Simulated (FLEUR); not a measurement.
# Fe3Ge: parallel and opposed starts, part 2 of 2

Does Fe3Ge prefer parallel or opposed moments?

FLEUR MaX-R8.1; PBEsol; all-electron FLAPW, Dirac cores, scalar-relativistic bands.

So far. Step 2 (Start 1: ferro ++++++): After 23 cycles the largest moment stands at 2.23 μB.

## 3. Order 2, typed as antiferro +++---

Another pattern of signs weighs the neighbour shells otherwise.

Input file inp.xml:

```
<?xml version="1.0" encoding="UTF-8" standalone="no"?>
<fleurInput fleurInputVersion="0.39">
   <comment>
      Fe3Ge
   </comment>
   <calculationSetup>
      <cutoffs Kmax="3.6" Gmax="10.8" GmaxXC="10.8" numbands="0"/>
      <scfLoop itmax="90" minDistance="0.00002" maxIterBroyd="15" imix="Anderson" alpha="0.05" precondParam="0.0" spinf="2.0" sdNocoIR="T"/>
      <coreElectrons ctail="T" frcor="F" kcrel="0" coretail_lmax="0"/>
      <xcFunctional name="PBEs" relativisticCorrections="F"/>
      <magnetism jspins="2"/>
      <soc l_soc="F" theta="0.0" phi="0.0" spav="F"/>
      <expertModes spex="0" secvar="F"/>
      <geometryOptimization l_f="F" forcealpha="1.0" forcemix="BFGS" epsdisp="0.00001" epsforce="0.00001"/>
      <ldaU l_linMix="F" mixParam="0.05" spinf="1.0"/>
   </calculationSetup>
   <cell>
      <bzIntegration valenceElectrons="124.0" mode="hist" fermiSmearingEnergy="0.00183747">
         <kPointListSelection listName="default-1"/>
         <xi:include xmlns:xi="http://www.w3.org/2001/XInclude" href="kpts.xml"> </xi:include>
      </bzIntegration>
      <xi:include xmlns:xi="http://www.w3.org/2001/XInclude" href="sym.xml"> </xi:include>
      <bulkLattice scale="1.0">
         <bravaisMatrix>
            <row-1>    9.7679943380951926     0.0000000000000000     0.0000000000000000</row-1>
            <row-2>   -4.8839971690286994     8.4593312408147323     0.0000000000000000</row-2>
            <row-3>    0.0000000000000000     0.0000000000000000     7.9784236980612002</row-3>
         </bravaisMatrix>
      </bulkLattice>
   </cell>
   <atomSpecies>
      <species name="Iron (Fe) 2.800" element="Fe" atomicNumber="26">
         <mtSphere radius="2.3" gridPoints="761" logIncrement="0.016"/>
         <atomicCutoffs lmax="8" lnonsphr="6"/>
         <electronConfig flipSpins="F">
            <coreConfig>(1s1/2) (2s1/2) (2p1/2) (2p3/2)</coreConfig>
            <valenceConfig>(3s1/2) (3p1/2) (3p3/2) (4s1/2) (3d3/2) (3d5/2)</valenceConfig>
            <stateOccupation state="(3d3/2)" spinUp="1.4" spinDown="1.0"/>
            <stateOccupation state="(3d5/2)" spinUp="3.0" spinDown="0.6"/>
         </electronConfig>
         <energyParameters s="4" p="4" d="3" f="4"/>
         <lo type="SCLO" l="0" n="3" eDeriv="0"/>
         <lo type="SCLO" l="1" n="3" eDeriv="0"/>
      </species>
      <species name="Iron (Fe) -2.800" element="Fe" atomicNumber="26">
         <mtSphere radius="2.3" gridPoints="761" logIncrement="0.016"/>
         <atomicCutoffs lmax="8" lnonsphr="6"/>
         <electronConfig flipSpins="F">
            <coreConfig>(1s1/2) (2s1/2) (2p1/2) (2p3/2)</coreConfig>
            <valenceConfig>(3s1/2) (3p1/2) (3p3/2) (4s1/2) (3d3/2) (3d5/2)</valenceConfig>
            <stateOccupation state="(3d3/2)" spinUp="1.0" spinDown="1.4"/>
            <stateOccupation state="(3d5/2)" spinUp="0.6" spinDown="3.0"/>
         </electronConfig>
         <energyParameters s="4" p="4" d="3" f="4"/>
         <lo type="SCLO" l="0" n="3" eDeriv="0"/>
         <lo type="SCLO" l="1" n="3" eDeriv="0"/>
      </species>
      <species name="Germanium (Ge)" element="Ge" atomicNumber="32">
         <mtSphere radius="2.46" gridPoints="813" logIncrement="0.015"/>
         <atomicCutoffs lmax="10" lnonsphr="8"/>
         <electronConfig flipSpins="F">
            <coreConfig>(1s1/2) (2s1/2) (2p1/2) (2p3/2) (3s1/2) (3p1/2) (3p3/2)</coreConfig>
            <valenceConfig>(4s1/2) (3d3/2) (3d5/2) (4p1/2) (4p3/2)</valenceConfig>
            <stateOccupation state="(4p1/2)" spinUp="0.333333" spinDown="0.333333"/>
            <stateOccupation state="(4p3/2)" spinUp="0.666667" spinDown="0.666667"/>
         </electronConfig>
         <energyParameters s="4" p="4" d="3" f="4"/>
      </species>
   </atomSpecies>
   <atomGroups>
      <atomGroup species="Iron (Fe) 2.800">
         <relPos label="                   1">-.1610000000 -.3220000000 1.000/4.000</relPos>
         <relPos label="                   3">.3220000000 .1610000000 1.000/4.000</relPos>
         <force calculate="T" relaxXYZ="TTT"/>
      </atomGroup>
      <atomGroup species="Iron (Fe) 2.800">
         <relPos label="                   2">.1610000000 -.1610000000 -1.000/4.000</relPos>
         <force calculate="T" relaxXYZ="TTT"/>
      </atomGroup>
      <atomGroup species="Iron (Fe) -2.800">
         <relPos label="                   4">.1610000000 .3220000000 -1.000/4.000</relPos>
         <relPos label="                   6">-.3220000000 -.1610000000 -1.000/4.000</relPos>
         <force calculate="T" relaxXYZ="TTT"/>
      </atomGroup>
      <atomGroup species="Iron (Fe) -2.800">
         <relPos label="                   5">-.1610000000 .1610000000 1.000/4.000</relPos>
         <force calculate="T" relaxXYZ="TTT"/>
      </atomGroup>
      <atomGroup species="Germanium (Ge)">
         <relPos label="                   7">1.000/3.000 -1.000/3.000 1.000/4.000</relPos>
         <force calculate="T" relaxXYZ="TTT"/>
      </atomGroup>
      <atomGroup species="Germanium (Ge)">
         <relPos label="                   8">-1.000/3.000 1.000/3.000 -1.000/4.000</relPos>
         <force calculate="T" relaxXYZ="TTT"/>
      </atomGroup>
   </atomGroups>
   <output dos="F" band="F" slice="F">
      <bandDOS minEnergy="-.5*Htr" maxEnergy="0.5*Htr" sigma="0.015" storeEVData="T"/>
      <plotting iplot="0" polar="F">
         <plot TwoD="T" vec1="  1.0  0.0  0.0" vec2="  0.0  1.0  0.0" vec3="  0.0  0.0  1.0" zero="  0.0  0.0  0.0" file="plot"/>
      </plotting>
      <moessbauerParams electricFieldGradient="F" isomerShift="F" coreHyperfine="F" valenceHyperfine="F"/>
   </output>
</fleurInput>
```

Input file crystal.txt:

```
Fe3Ge
&input film=F cartesian=F /
5.16900000002  0.00000000000  0.00000000000
-2.58450000000  4.47648531218  0.00000000000
0.00000000000  0.00000000000  4.22200000000
1.8897261246
1.0 1.0 1.0

8
26 0.83900000000  0.67800000000  0.25000000000 : 2.800
26 0.16100000000  0.83900000000  0.75000000000 : 2.800
26 0.32200000000  0.16100000000  0.25000000000 : 2.800
26 0.16100000000  0.32200000000  0.75000000000 : -2.800
26 0.83900000000  0.16100000000  0.25000000000 : -2.800
26 0.67800000000  0.83900000000  0.75000000000 : -2.800
32 0.33333333330  0.66666666670  0.25000000000
32 0.66666666670  0.33333333330  0.75000000000

&kpt div1=6 div2=6 div3=6 gamma=T /
```

The run is started by

```sh
$ OMP_NUM_THREADS=1 inpgen -f crystal.txt > inpgen.log  # inp.xml is then edited as shown
$ OMP_NUM_THREADS=1 mpirun -n 4 fleur_MPI > fleur.log
```

Log:

```text
[banner, memory and clock lines left out]
Welcome to FLEUR        (www.flapw.de)
      MaX-Release 8.1          (www.max-centre.eu)

 ========== k-point set info ==========
 Selected k-point list: default-1
 k-point list type: mesh
 6 x 6 x 6
 Number of k points: 52

 ------------Calculation Setup---------------------------
 Number of PE/node        :            4
 Number of OMP-threads    :            1
 k-points in parallel     :            4
 pe's per k-point         :            1
 No of k-point loops      :           13
 Eigenvalue solver        :       lapack
 Number of basis functions:          577
 Approximate size of matrices (H+S) per k-point:         0.010 GB
 Iteration:     1   Distance:      13.75000059 me/bohr^3
 Iteration:     2   Distance:      12.97952734 me/bohr^3
 Iteration:     3   Distance:      10.97789726 me/bohr^3
 Iteration:     4   Distance:       7.20537796 me/bohr^3
 Iteration:     5   Distance:       4.39663818 me/bohr^3
 Iteration:     6   Distance:       3.63145560 me/bohr^3
 Iteration:     7   Distance:       1.88278151 me/bohr^3
 Iteration:     8   Distance:       1.65356004 me/bohr^3
 Iteration:     9   Distance:       1.17581462 me/bohr^3
 Iteration:    10   Distance:       0.79609485 me/bohr^3
[... 18 iterations left out ...]
 Iteration:    29   Distance:       0.00061465 me/bohr^3
 Iteration:    30   Distance:       0.00062100 me/bohr^3
 Iteration:    31   Distance:       0.00061142 me/bohr^3
 Iteration:    32   Distance:       0.00047460 me/bohr^3
 Iteration:    33   Distance:       0.00041572 me/bohr^3
 Iteration:    34   Distance:       0.00026424 me/bohr^3
 Iteration:    35   Distance:       0.00023725 me/bohr^3
 Iteration:    36   Distance:       0.00008061 me/bohr^3
 Iteration:    37   Distance:       0.00004589 me/bohr^3
 Iteration:    38   Distance:       0.00001892 me/bohr^3

 ********************************************************************
 Run finished successfully
 Stop message:
   all done
 ********************************************************************

--- out.xml (last complete iteration) ---
<iteration numberForCurrentRun="   38" overallNumber="   38">
         [... left out ...]
         <bandgap value="0.0000006723" units="eV"/>
         <sumValenceSingleParticleEnergies value="-85.7894946953" units="Htr"/>
         <FermiEnergy value="0.3798131975" units="Htr"/>
         <valenceDensity>
            <mtCharges spin="1">
               <mtCharge atomType="1" total="8.4901609" s="1.1848672" p="3.1896636" d="4.1002903" f="0.0123988"/>
               <mtCharge atomType="2" total="8.4488807" s="1.1798151" p="3.1907700" d="4.0632640" f="0.0121279"/>
               <mtCharge atomType="3" total="6.4400324" s="1.1747403" p="3.1822002" d="2.0678847" f="0.0122737"/>
               <mtCharge atomType="4" total="6.4974799" s="1.1739473" p="3.1814029" d="2.1276900" f="0.0115665"/>
               <mtCharge atomType="5" total="6.4476972" s="0.6015764" p="0.7840919" d="5.0325360" f="0.0224266"/>
               <mtCharge atomType="6" total="6.4484785" s="0.5991769" p="0.7888311" d="5.0316046" f="0.0219647"/>
            </mtCharges>
            <mtCharges spin="2">
               <mtCharge atomType="1" total="6.4400314" s="1.1747403" p="3.1822001" d="2.0678838" f="0.0122737"/>
               <mtCharge atomType="2" total="6.4974784" s="1.1739473" p="3.1814029" d="2.1276885" f="0.0115665"/>
               <mtCharge atomType="3" total="8.4901600" s="1.1848672" p="3.1896636" d="4.1002894" f="0.0123988"/>
               <mtCharge atomType="4" total="8.4488792" s="1.1798151" p="3.1907701" d="4.0632624" f="0.0121279"/>
               <mtCharge atomType="5" total="6.4484785" s="0.5991769" p="0.7888311" d="5.0316046" f="0.0219647"/>
               <mtCharge atomType="6" total="6.4476972" s="0.6015764" p="0.7840919" d="5.0325360" f="0.0224266"/>
            </mtCharges>
            <spinDependentCharge spin="1" total="62.0000032" interstitial="4.2970805" mtSpheres="57.7029228"/>
            <spinDependentCharge spin="2" total="61.9999968" interstitial="4.2970807" mtSpheres="57.7029160"/>
            <totalCharge value="124.0000000000"/>
         </valenceDensity>
         [... left out ...]
         <magneticMomentsInMTSpheres units="muBohr">
            <globalMagMoment atomType="1" vec="0.00000   0.00000   2.05013"/>
            <localMagMoment atomType="1" vec="0.00000   0.00000   2.05013"/>
            <globalMagMoment atomType="2" vec="0.00000   0.00000   1.95140"/>
            <localMagMoment atomType="2" vec="0.00000   0.00000   1.95140"/>
            <globalMagMoment atomType="3" vec="0.00000   0.00000  -2.05013"/>
            <localMagMoment atomType="3" vec="0.00000   0.00000  -2.05013"/>
            <globalMagMoment atomType="4" vec="0.00000   0.00000  -1.95140"/>
            <localMagMoment atomType="4" vec="0.00000   0.00000  -1.95140"/>
            <globalMagMoment atomType="5" vec="0.00000   0.00000  -0.00078"/>
            <localMagMoment atomType="5" vec="0.00000   0.00000  -0.00078"/>
            <globalMagMoment atomType="6" vec="0.00000   0.00000   0.00078"/>
            <localMagMoment atomType="6" vec="0.00000   0.00000   0.00078"/>
         </magneticMomentsInMTSpheres>
         [... left out ...]
         <totalEnergy value="   -11824.9399207529" units="Htr">
            <sumOfEigenvalues value="    -6809.7015007771">
               <coreElectrons value="-6723.9120060818"/>
               <valenceElectrons value="-85.7894946953"/>
            </sumOfEigenvalues>
            <densityCoulombPotentialIntegral value="-18190.3167062597"/>
            <densityEffectivePotentialIntegral value="-18825.9234678895"/>
            <chargeDenXCDenIntegral value="-485.0534554086"/>
            <FockExchangeEnergyValence value="0.0000000000"/>
            <FockExchangeEnergyCore value="0.0000000000"/>
         [... left out ...]
            <tkbTimesEntropy value="0.0024498110"/>
            <freeEnergy value="-11824.9423705639"/>
            <extrapolationTo0K value="-11824.9411456584"/>
         </totalEnergy>
         <densityConvergence units="me/bohr^3">
            <chargeDensity spin="1" distance="0.0000128345"/>
            <chargeDensity spin="2" distance="0.0000128178"/>
            <overallChargeDensity distance="0.0000173219"/>
            <spinDensity distance="0.0000189208"/>
         </densityConvergence>
      </iteration>
```

It took 7.2 min on 4 MPI ranks of Arm Neoverse V1, shared host; peak memory 0.67 GiB.

Spin moment in the muffin-tin sphere by atom:

```tsv
atom	spin moment in the muffin-tin sphere (μB)
Fe1	2.05
Fe2	1.95
Fe3	2.05
Fe4	-2.05
Fe5	-1.95
Fe6	-2.05
Ge7	0.00
Ge8	0.00
```

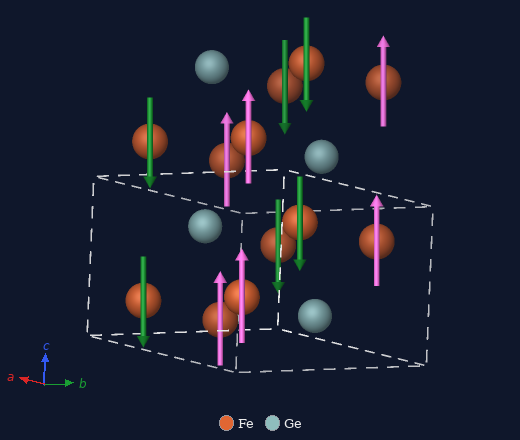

Spin moment in the muffin-tin sphere as arrows, the longest 2.05 μB. Up and down stand for the sign. Arrows give size and sign along the axis of quantisation, drawn up and down the page. The two directions have two colours. 1×1×2 cells are drawn.

Numbers from this step:

| Property | Result |
| --- | --- |
| free energy | -321773.0742 eV |
| program's band gap on this mesh (in a metal only a level spacing) | 6.72e-7 eV |
| magnetization | 0 μB |
| final state | antiferromagnetic |

It lies 148 meV a seeded atom over the first start, and its largest moment is 2.05 μB against 2.23 μB.

## 4. Order 3, typed as no spin polarisation

A spinless run gives the zero against which the gain from the moments is read.

Input file inp.xml:

```
<?xml version="1.0" encoding="UTF-8" standalone="no"?>
<fleurInput fleurInputVersion="0.39">
   <comment>
      Fe3Ge
   </comment>
   <calculationSetup>
      <cutoffs Kmax="3.6" Gmax="10.8" GmaxXC="10.8" numbands="0"/>
      <scfLoop itmax="90" minDistance="0.00002" maxIterBroyd="15" imix="Anderson" alpha="0.05" precondParam="0.0" spinf="2.0" sdNocoIR="T"/>
      <coreElectrons ctail="T" frcor="F" kcrel="0" coretail_lmax="0"/>
      <xcFunctional name="PBEs" relativisticCorrections="F"/>
      <magnetism jspins="1"/>
      <soc l_soc="F" theta="0.0" phi="0.0" spav="F"/>
      <expertModes spex="0" secvar="F"/>
      <geometryOptimization l_f="F" forcealpha="1.0" forcemix="BFGS" epsdisp="0.00001" epsforce="0.00001"/>
      <ldaU l_linMix="F" mixParam="0.05" spinf="1.0"/>
   </calculationSetup>
   <cell>
      <bzIntegration valenceElectrons="124.0" mode="hist" fermiSmearingEnergy="0.00183747">
         <kPointListSelection listName="default-1"/>
         <xi:include xmlns:xi="http://www.w3.org/2001/XInclude" href="kpts.xml"> </xi:include>
      </bzIntegration>
      <xi:include xmlns:xi="http://www.w3.org/2001/XInclude" href="sym.xml"> </xi:include>
      <bulkLattice scale="1.0">
         <bravaisMatrix>
            <row-1>    9.7679943380951926    -0.0000000000188973     0.0000000000000000</row-1>
            <row-2>   -4.8839971690475963     8.4593312408147323     0.0000000000000000</row-2>
            <row-3>    0.0000000000000000     0.0000000000000000     7.9784236980612002</row-3>
         </bravaisMatrix>
      </bulkLattice>
   </cell>
   <atomSpecies>
      <species name="Iron (Fe)" element="Fe" atomicNumber="26">
         <mtSphere radius="2.3" gridPoints="761" logIncrement="0.016"/>
         <atomicCutoffs lmax="8" lnonsphr="6"/>
         <electronConfig flipSpins="F">
            <coreConfig>(1s1/2) (2s1/2) (2p1/2) (2p3/2)</coreConfig>
            <valenceConfig>(3s1/2) (3p1/2) (3p3/2) (4s1/2) (3d3/2) (3d5/2)</valenceConfig>
            <stateOccupation state="(3d3/2)" spinUp="1.200000" spinDown="1.200000"/>
            <stateOccupation state="(3d5/2)" spinUp="1.800000" spinDown="1.800000"/>
         </electronConfig>
         <energyParameters s="4" p="4" d="3" f="4"/>
         <lo type="SCLO" l="0" n="3" eDeriv="0"/>
         <lo type="SCLO" l="1" n="3" eDeriv="0"/>
      </species>
      <species name="Germanium (Ge)" element="Ge" atomicNumber="32">
         <mtSphere radius="2.46" gridPoints="813" logIncrement="0.015"/>
         <atomicCutoffs lmax="10" lnonsphr="8"/>
         <electronConfig flipSpins="F">
            <coreConfig>(1s1/2) (2s1/2) (2p1/2) (2p3/2) (3s1/2) (3p1/2) (3p3/2)</coreConfig>
            <valenceConfig>(4s1/2) (3d3/2) (3d5/2) (4p1/2) (4p3/2)</valenceConfig>
            <stateOccupation state="(4p1/2)" spinUp="0.333333" spinDown="0.333333"/>
            <stateOccupation state="(4p3/2)" spinUp="0.666667" spinDown="0.666667"/>
         </electronConfig>
         <energyParameters s="4" p="4" d="3" f="4"/>
      </species>
   </atomSpecies>
   <atomGroups>
      <atomGroup species="Iron (Fe)">
         <relPos label="                   1">-.1610000000 -.3220000000 1.000/4.000</relPos>
         <relPos label="                   2">.1610000000 -.1610000000 -1.000/4.000</relPos>
         <relPos label="                   3">.3220000000 .1610000000 1.000/4.000</relPos>
         <relPos label="                   4">.1610000000 .3220000000 -1.000/4.000</relPos>
         <relPos label="                   5">-.1610000000 .1610000000 1.000/4.000</relPos>
         <relPos label="                   6">-.3220000000 -.1610000000 -1.000/4.000</relPos>
         <force calculate="T" relaxXYZ="TTT"/>
      </atomGroup>
      <atomGroup species="Germanium (Ge)">
         <relPos label="                   7">1.000/3.000 -1.000/3.000 1.000/4.000</relPos>
         <relPos label="                   8">-1.000/3.000 1.000/3.000 -1.000/4.000</relPos>
         <force calculate="T" relaxXYZ="TTT"/>
      </atomGroup>
   </atomGroups>
   <output dos="F" band="F" slice="F">
      <bandDOS minEnergy="-.5*Htr" maxEnergy="0.5*Htr" sigma="0.015" storeEVData="T"/>
      <plotting iplot="0" polar="F">
         <plot TwoD="T" vec1="  1.0  0.0  0.0" vec2="  0.0  1.0  0.0" vec3="  0.0  0.0  1.0" zero="  0.0  0.0  0.0" file="plot"/>
      </plotting>
      <moessbauerParams electricFieldGradient="F" isomerShift="F" coreHyperfine="F" valenceHyperfine="F"/>
   </output>
</fleurInput>
```

Input file crystal.txt:

```
Fe3Ge
&input film=F cartesian=F /
5.16900000002  -0.00000000001  0.00000000000
-2.58450000001  4.47648531218  0.00000000000
0.00000000000  0.00000000000  4.22200000000
1.8897261246
1.0 1.0 1.0

8
26 0.83900000000  0.67800000000  0.25000000000
26 0.16100000000  0.83900000000  0.75000000000
26 0.32200000000  0.16100000000  0.25000000000
26 0.16100000000  0.32200000000  0.75000000000
26 0.83900000000  0.16100000000  0.25000000000
26 0.67800000000  0.83900000000  0.75000000000
32 0.33333333333  0.66666666667  0.25000000000
32 0.66666666667  0.33333333333  0.75000000000

&kpt div1=6 div2=6 div3=6 gamma=T /
```

Log:

```text
[banner, memory and clock lines left out]
Welcome to FLEUR        (www.flapw.de)
      MaX-Release 8.1          (www.max-centre.eu)

 ========== k-point set info ==========
 Selected k-point list: default-1
 k-point list type: mesh
 6 x 6 x 6
 Number of k points: 28

 [... set-up left out ...]
 Iteration:     1   Distance:       9.94314519 me/bohr^3
 Iteration:     2   Distance:       8.67351239 me/bohr^3
 Iteration:     3   Distance:       6.25636686 me/bohr^3
 Iteration:     4   Distance:       2.70042294 me/bohr^3
 Iteration:     5   Distance:       2.22036942 me/bohr^3
[...]
<FermiEnergy value="0.3695547839" units="Htr"/>
         [... left out ...]
         <totalEnergy value="   -11824.8843029321" units="Htr">
            <sumOfEigenvalues value="    -6810.4863411808">
               <coreElectrons value="-6724.5916447409"/>
               <valenceElectrons value="-85.8946964399"/>
            </sumOfEigenvalues>
         [... left out ...]
            <freeEnergy value="-11824.8921795407"/>
            <extrapolationTo0K value="-11824.8882412364"/>
         </totalEnergy>
         <densityConvergence units="me/bohr^3">
            <chargeDensity spin="1" distance="0.0000144147"/>
         </densityConvergence>
      </iteration>
```

Elapsed: 34 s, on 4 MPI ranks; peak memory 0.25 GiB; 2.2 min of CPU time.

Read from the output:

| Quantity | Value |
| --- | --- |
| free energy | -321771.7084 eV |
| program's band gap on this mesh (in a metal only a level spacing) | 0.002147 eV |
| final state | non-magnetic (no spin polarisation) |

It lies 376 meV a seeded atom over the first start.

## 5. Energies of the orders

Free energies are divided by the number of seeded atoms.

Orders:

```tsv
start	final state	typed order kept	energy over the lowest (meV a seeded atom)	largest sphere moment (μB)	net moment (μB a primitive cell)	mesh matched	CPU time (s)
ferro ++++++	ferromagnetic, with opposed induced moments	yes	0	2.232	13.02	yes	294.6
antiferro +++---	antiferromagnetic	yes	148.3	2.05	0	yes	1729
no spin polarisation	non-magnetic	-	375.9	0	0	yes	134
```

## 6. Outcome

| Quantity | Value |
| --- | --- |
| lowest state found | ferromagnetic (typed ferro ++++++) |
| largest site spin moment | 2.23 μB |
| next finished state | antiferromagnetic, 148 meV a seeded atom higher |
| energy gained by spin polarisation | 376 meV a seeded atom |

The lowest state found is ferromagnetic, reached from the start ferro ++++++, with moments up to 2.23 μB. The next finished state costs 148 meV a seeded atom. Only 3 starts were tried; other patterns of signs, canted and longer-period orders were not. With 6 seeded atoms in the first cell, sign patterns within that cell may remain untried.

[Logs and program files are shortened in this print: banners, set-up blocks, solver, clock and traceback lines can be left out without a mark of their own.]

[Logs are printed without paths, hosts, clocks, repeated set-up lines and the standing remarks that a program may print on its own settings, such as how far it seeks lower states.]

[Hosts, paths, dates, database ids (printed as entryN), source tags and the programs' standing remarks are cut or masked in the printed files.]

[Where a cell is said to come from a database of computed structures, the database is the Materials Project.]
